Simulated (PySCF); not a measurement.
Vertical excitations of a molecule C2H4ClFOSi from TDDFT-B3LYP/def2-SVPD in PySCF, as energy in eV (oscillator strength): 3.17 (0.001), 6.00 (0.001), 6.34 (0.022), 6.52 (0.034), 6.73 (0.008), 6.93 (0.019), 7.34 (0.011), 7.39 (0.051), 7.70 (0.006), 8.08 (0.005). Lowest triplet (TDA): 2.48 eV. Geometry optimised at ωB97X-D3(BJ)/def2-SVP. The values are those of a single conformer.

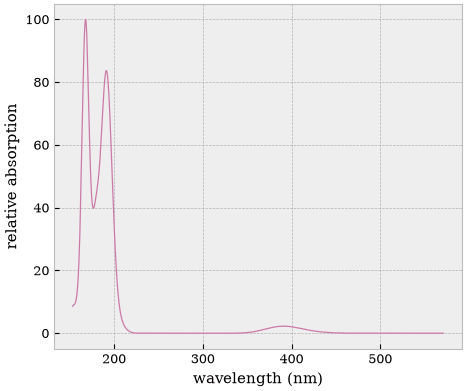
Figure. The lines broadened by 0.4 eV.

Question: Which molecule gave these data?
A) O=C[Si@@H](Cl)CF
B) C[Si@@](F)(Cl)C=O
C) C=C(F)[Si@H](O)Cl
D) O[SiH2]/C(F)=C\Cl

Answer: B, C[Si@@](F)(Cl)C=O
